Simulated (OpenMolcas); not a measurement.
**BF$_{2}$ (charge +1): single-point calculation (part 3 of 3)**

BF$_{2}$, charge +1, multiplicity 3; revPBE/cc-pVTZ, UKS (OpenMolcas 26.06). The geometry is that of the parent species in another charge or spin state. The geometry comes from this level: PBE0-D4/def2-TZVP.

Geometry of the input (Å):
```
F  0.3297  1.1405  0.3077
B  0.0000  -0.0000  0.0000
F  -0.3297  -1.1405  -0.3077
```

**What the program printed, continued**
```
   17    1.8380    0.0001          4 F1     1s     ( 1.108),    34 B2     1s     (-1.616),    64 F3     1s     ( 1.108),

   18    1.7501    0.0000          9 F1     2py    ( 0.695),    39 B2     2py    ( 1.388),    69 F3     2py    ( 0.695),

   19    2.4648    0.0000         12 F1     2pz    ( 0.744),    13 F1     2pz    (-1.314),    72 F3     2pz    (-0.744),    73 F3     2pz    ( 1.314),

   20    8.1154    0.0000          2 F1     1s     ( 1.894),     3 F1     1s     (-3.006),     4 F1     1s     ( 2.175),    62 F3     1s     ( 1.929),
                                  63 F3     1s     (-3.063),    64 F3     1s     ( 2.210),

   21    8.3087    0.0000          2 F1     1s     (-1.945),     3 F1     1s     ( 3.212),     4 F1     1s     (-1.944),    62 F3     1s     ( 1.911),
                                  63 F3     1s     (-3.157),    64 F3     1s     ( 1.905),

   22    2.5245    0.0000          4 F1     1s     (-3.701),    33 B2     1s     ( 6.751),    64 F3     1s     (-3.701),

   23    0.3737    0.0000          7 F1     2px    ( 0.719),    35 B2     2px    (-0.697),    36 B2     2px    (-0.469),    67 F3     2px    ( 0.719),

   24    0.1778    0.0000         38 B2     2py    ( 0.993),    40 B2     2py    (-1.338),

   25    0.1000    0.0000         36 B2     2px    (-0.880),    37 B2     2px    ( 1.520),

   26    0.3755    0.0000         41 B2     2pz    (-0.627),    43 B2     2pz    ( 0.936),

   27    1.3084    0.0000         42 B2     2pz    (-1.554),    43 B2     2pz    ( 1.125),

   28    0.3096    0.0000          4 F1     1s     ( 1.620),    34 B2     1s     (-2.070),    64 F3     1s     ( 1.620),

   29    0.0640    0.0000         51 B2     3d1+   ( 0.899),

   30    0.2222    0.0000         33 B2     1s     (-0.876),    49 B2     3d0    ( 0.988),

   31    0.2532    0.0000         45 B2     3d2-   ( 1.075),    53 B2     3d2+   ( 0.651),

   32    0.8371    0.0000         47 B2     3d1-   (-1.569),    49 B2     3d0    (-0.791),

   33    0.8819    0.0000          4 F1     1s     ( 3.583),    10 F1     2py    (-2.436),    38 B2     2py    (-4.611),    64 F3     1s     (-3.586),
                                  70 F3     2py    (-2.438),

   34    0.7732    0.0000          4 F1     1s     ( 0.852),    10 F1     2py    (-0.903),    32 B2     1s     (-1.096),    33 B2     1s     (-1.451),
                                  64 F3     1s     ( 0.835),    70 F3     2py    ( 0.892),

   35    1.7823    0.0000          4 F1     1s     (-0.615),    10 F1     2py    ( 0.715),    39 B2     2py    ( 0.949),    54 B2     4f3-   (-0.508),
                                  60 B2     4f3+   (-0.565),    64 F3     1s     ( 0.592),    70 F3     2py    ( 0.706),

   36    0.8296    0.0000         13 F1     2pz    (-1.364),    73 F3     2pz    (-1.368),

   37    1.7224    0.0000          7 F1     2px    ( 1.005),    36 B2     2px    (-0.903),    54 B2     4f3-   (-0.842),    60 B2     4f3+   ( 0.779),
                                  67 F3     2px    ( 1.029),

   38    0.5483    0.0000          7 F1     2px    ( 1.745),    45 B2     3d2-   (-1.411),    67 F3     2px    (-1.723),

   39    3.3453    0.0000         11 F1     2pz    (-0.525),    13 F1     2pz    ( 0.944),    47 B2     3d1-   (-0.724),    71 F3     2pz    ( 0.498),
                                  73 F3     2pz    (-0.919),

   40    1.9111    0.0000         38 B2     2py    ( 7.926),

   41    3.3159    0.0000         33 B2     1s     ( 5.598),    34 B2     1s     (-2.955),    64 F3     1s     (-3.635),

   42    1.1388    0.0000         35 B2     2px    ( 1.500),    36 B2     2px    (-1.575),    41 B2     2pz    ( 1.983),    42 B2     2pz    (-2.058),

   43    1.2185    0.0000         35 B2     2px    (-1.936),    36 B2     2px    ( 2.012),

   44    1.0094    0.0000         21 F1     3d1+   ( 0.282),    55 B2     4f2-   ( 0.529),    59 B2     4f2+   ( 0.322),    81 F3     3d1+   (-0.282),

   45    3.8010    0.0000          3 F1     1s     ( 1.059),     8 F1     2py    (-0.723),    38 B2     2py    (-1.293),    39 B2     2py    ( 0.705),

   46    2.2686    0.0000          4 F1     1s     (-2.518),    33 B2     1s     ( 4.488),    34 B2     1s     (-2.385),    38 B2     2py    ( 2.739),

   47    1.2177    0.0000         41 B2     2pz    ( 1.997),    42 B2     2pz    (-2.084),

   48    2.1448    0.0000         15 F1     3d2-   (-0.880),    35 B2     2px    (-1.697),    38 B2     2py    ( 1.603),    75 F3     3d2-   ( 0.879),

   49    3.5798    0.0000          4 F1     1s     (-1.438),    33 B2     1s     ( 1.081),    36 B2     2px    ( 0.983),    38 B2     2py    ( 1.283),
                                  41 B2     2pz    ( 1.063),    64 F3     1s     ( 0.779),    71 F3     2pz    (-0.742),

   50    5.0350    0.0000          4 F1     1s     (-0.941),    33 B2     1s     (-1.510),    34 B2     1s     ( 0.972),    38 B2     2py    ( 1.822),
                                  64 F3     1s     ( 1.012),

   51    3.6830    0.0000          4 F1     1s     (-3.206),    64 F3     1s     ( 2.919),

   52    4.7375    0.0000         33 B2     1s     ( 4.253),    38 B2     2py    (-4.722),    64 F3     1s     (-4.444),

   53    1.8808    0.0000          4 F1     1s     (-3.557),    33 B2     1s     ( 2.420),    38 B2     2py    ( 4.718),    64 F3     1s     ( 2.582),

   54    2.3570    0.0000         41 B2     2pz    (-2.310),

   55    5.4794    0.0000         11 F1     2pz    ( 0.701),    12 F1     2pz    (-0.602),    13 F1     2pz    ( 0.387),    26 F1     4f1-   ( 0.395),
                                  39 B2     2py    ( 0.600),    41 B2     2pz    (-0.629),    56 B2     4f1-   (-0.391),    86 F3     4f1-   ( 0.375),

   56    1.2935    0.0000         35 B2     2px    (-0.418),    36 B2     2px    ( 0.409),    58 B2     4f1+   (-0.789),

   57    6.3273    0.0000          3 F1     1s     ( 3.685),     4 F1     1s     (-4.498),    63 F3     1s     ( 3.695),    64 F3     1s     (-3.800),

   58    1.9178    0.0000          4 F1     1s     ( 7.448),    38 B2     2py    (-12.32),    64 F3     1s     (-7.733),

   59    2.2458    0.0000          4 F1     1s     (-0.751),    10 F1     2py    ( 0.466),    11 F1     2pz    (-0.577),    12 F1     2pz    ( 0.854),
                                  13 F1     2pz    (-0.528),    39 B2     2py    ( 0.871),    42 B2     2pz    ( 0.441),    46 B2     3d1-   (-0.605),
                                  47 B2     3d1-   ( 0.783),    56 B2     4f1-   (-0.452),    64 F3     1s     ( 0.802),    71 F3     2pz    ( 0.611),
                                  72 F3     2pz    (-0.795),    73 F3     2pz    ( 0.767),

   60    6.5087    0.0000         39 B2     2py    (-1.533),

   61    5.5813    0.0000          4 F1     1s     (-0.333),    27 F1     4f0    ( 0.440),    29 F1     4f2+   (-0.369),    33 B2     1s     (-0.359),
                                  35 B2     2px    ( 0.271),    38 B2     2py    ( 0.457),    41 B2     2pz    ( 0.341),    42 B2     2pz    (-0.539),
                                  56 B2     4f1-   (-0.402),    59 B2     4f2+   ( 0.365),    64 F3     1s     ( 0.379),    87 F3     4f0    ( 0.448),
                                  89 F3     4f2+   (-0.383),

   62    2.2146    0.0000         33 B2     1s     ( 2.319),    34 B2     1s     (-1.730),

   63    6.3328    0.0000         33 B2     1s     (-8.494),

   64    3.7763    0.0000          4 F1     1s     ( 5.244),    33 B2     1s     (-6.538),    64 F3     1s     ( 4.222),

   65    4.6377    0.0000         11 F1     2pz    ( 2.247),    12 F1     2pz    (-1.975),    41 B2     2pz    (-1.211),    71 F3     2pz    ( 2.292),
                                  72 F3     2pz    (-2.025),

   66    5.8307    0.0000         28 F1     4f1+   (-0.573),    36 B2     2px    ( 0.350),    38 B2     2py    ( 0.376),    54 B2     4f3-   ( 0.358),
                                  60 B2     4f3+   (-0.407),    88 F3     4f1+   (-0.573),

   67    1.8016    0.0000         21 F1     3d1+   ( 0.937),

   68    6.2890    0.0000          4 F1     1s     (-0.457),     5 F1     2px    (-0.505),    24 F1     4f3-   (-0.463),    30 F1     4f3+   ( 0.388),
                                  33 B2     1s     (-0.709),    34 B2     1s     ( 0.452),    35 B2     2px    ( 0.487),    38 B2     2py    ( 0.691),
                                  54 B2     4f3-   ( 0.423),    60 B2     4f3+   (-0.534),    64 F3     1s     ( 0.514),    70 F3     2py    ( 0.368),
                                  84 F3     4f3-   (-0.434),    90 F3     4f3+   ( 0.423),

   69    8.2963    0.0000         11 F1     2pz    ( 0.669),    13 F1     2pz    ( 0.641),    16 F1     3d1-   ( 0.706),    17 F1     3d1-   (-0.818),
                                  33 B2     1s     (-0.813),    38 B2     2py    ( 0.879),    41 B2     2pz    (-0.642),    56 B2     4f1-   (-0.705),
                                  59 B2     4f2+   ( 0.527),    64 F3     1s     ( 0.604),    71 F3     2pz    ( 0.685),    73 F3     2pz    ( 0.678),
                                  76 F3     3d1-   (-0.697),    77 F3     3d1-   ( 0.850),

   70    6.0802    0.0000         33 B2     1s     (-4.835),

   71    5.4322    0.0000          4 F1     1s     (-1.791),    38 B2     2py    ( 3.070),    64 F3     1s     ( 2.026),

   72    8.1332    0.0000          3 F1     1s     ( 4.882),     4 F1     1s     (-6.099),    63 F3     1s     (-4.888),    64 F3     1s     ( 6.347),

   73    8.5099    0.0000         33 B2     1s     (-10.61),

   74    7.9857    0.0000         16 F1     3d1-   (-0.665),    17 F1     3d1-   ( 0.576),    46 B2     3d1-   ( 0.478),    76 F3     3d1-   (-0.667),
                                  77 F3     3d1-   ( 0.583),    78 F3     3d0    (-0.354),

   75    3.0870    0.0000          4 F1     1s     ( 1.306),    11 F1     2pz    ( 1.521),    12 F1     2pz    (-1.337),    38 B2     2py    (-1.647),
                                  46 B2     3d1-   (-0.910),    47 B2     3d1-   ( 0.906),    64 F3     1s     (-1.326),    71 F3     2pz    (-1.562),
                                  72 F3     2pz    ( 1.338),

   76    2.2492    0.0000          4 F1     1s     (-1.099),    13 F1     2pz    ( 1.260),    17 F1     3d1-   (-0.814),    38 B2     2py    ( 1.409),
                                  47 B2     3d1-   (-1.139),    64 F3     1s     ( 1.146),    70 F3     2py    ( 0.719),    73 F3     2pz    (-1.046),

   77    4.6818    0.0000          5 F1     2px    ( 2.720),     6 F1     2px    (-2.382),    65 F3     2px    ( 1.834),    66 F3     2px    (-1.463),

   78    2.4607    0.0000          7 F1     2px    ( 0.965),    15 F1     3d2-   (-0.763),    44 B2     3d2-   (-0.707),    45 B2     3d2-   (-0.838),
                                  53 B2     3d2+   (-0.511),    67 F3     2px    (-0.953),    75 F3     3d2-   (-0.774),

   79    7.8763    0.0000          4 F1     1s     (-1.304),    38 B2     2py    ( 1.188),    39 B2     2py    ( 2.172),    40 B2     2py    (-1.087),
                                  64 F3     1s     ( 1.607),

   80    8.2232    0.0000          7 F1     2px    (-0.626),    14 F1     3d2-   (-0.713),    15 F1     3d2-   ( 0.840),    23 F1     3d2+   ( 0.489),
                                  33 B2     1s     (-0.462),    35 B2     2px    ( 0.836),    54 B2     4f3-   ( 0.759),    60 B2     4f3+   (-0.717),
                                  64 F3     1s     ( 0.483),    65 F3     2px    (-0.877),    66 F3     2px    ( 0.591),    67 F3     2px    (-0.632),
                                  74 F3     3d2-   ( 0.670),    75 F3     3d2-   (-0.824),    83 F3     3d2+   (-0.516),

   81    6.6832    0.0000         11 F1     2pz    ( 0.293),    12 F1     2pz    (-0.227),    25 F1     4f2-   ( 0.244),    26 F1     4f1-   ( 0.436),
                                  27 F1     4f0    (-0.302),    29 F1     4f2+   (-0.347),    46 B2     3d1-   (-0.392),    47 B2     3d1-   ( 0.310),
                                  71 F3     2pz    (-0.294),    72 F3     2pz    ( 0.227),    85 F3     4f2-   (-0.243),    86 F3     4f1-   (-0.436),
                                  87 F3     4f0    ( 0.302),    89 F3     4f2+   ( 0.347),

   82    6.6285    0.0000         24 F1     4f3-   ( 0.485),    30 F1     4f3+   (-0.417),    44 B2     3d2-   (-0.393),    45 B2     3d2-   ( 0.292),
                                  84 F3     4f3-   (-0.480),    90 F3     4f3+   ( 0.413),

   83    8.2196    0.0000          7 F1     2px    (-0.442),    14 F1     3d2-   (-0.679),    15 F1     3d2-   ( 0.573),    22 F1     3d2+   (-0.423),
                                  23 F1     3d2+   ( 0.354),    44 B2     3d2-   ( 0.425),    45 B2     3d2-   ( 0.395),    67 F3     2px    ( 0.466),
                                  74 F3     3d2-   (-0.675),    75 F3     3d2-   ( 0.595),    82 F3     3d2+   (-0.420),    83 F3     3d2+   ( 0.372),

   84    7.6768    0.0000         20 F1     3d1+   (-0.766),    21 F1     3d1+   ( 0.413),    80 F3     3d1+   (-0.766),    81 F3     3d1+   ( 0.413),

   85    7.8459    0.0000         20 F1     3d1+   (-0.762),    21 F1     3d1+   ( 0.482),    80 F3     3d1+   ( 0.762),    81 F3     3d1+   (-0.482),

   86    6.2486    0.0000         28 F1     4f1+   (-0.609),    88 F3     4f1+   ( 0.609),

--

++    Molecular properties:
      ---------------------

      Charge (e):
                      =    1.0000
      Dipole Moment (debye):
      Origin of the operator (angstrom)=   -0.0000    0.0000    0.0000
                   X= -3.5375E-04               Y=  8.5161E-05               Z=  2.2591E-05           Total=  3.6455E-04
      Center of Charge (angstrom)
                     X=   -0.00007752               Y=    0.00001773               Z=    0.00000470
      Quadrupole Moment (debye*angstrom):
      Origin of the operator (angstrom)=   -0.0000    0.0000    0.0000
                  XX= -1.2803E+01              XY=  1.1455E+00              XZ=  3.0931E-01              YY= -9.2181E+00
                  YZ=  1.2398E+00              ZZ= -1.3479E+01
      In traceless form (debye*angstrom)
                  XX= -1.4547E+00              XY=  1.7182E+00              XZ=  4.6397E-01              YY=  3.9233E+00
                  YZ=  1.8597E+00              ZZ= -2.4686E+00
--

--- Stop Module: scf /rc=_RC_ALL_IS_WELL_ ---
--- Module scf spent 1 minute 2 seconds ---

.##################.
.# Happy landing! #.
.##################.

    Timing: Wall=65.68 User=58.33 System=7.32
```

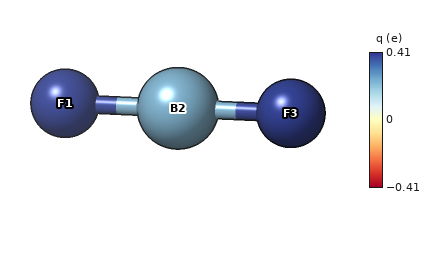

**Figure 1.** Mulliken charges, as the colour of each atom (ball-and-stick view, seen at a tilt; atoms are numbered from 1 in the order of the input). By element: F +0.39 and B +0.22 e.

**Key numbers**

```csv
quantity,value
outcome,converged
total energy,−223.865459 hartree
basis functions,90
⟨S²⟩,2.002
wall time,66 s
peak memory,0.49 GiB
```
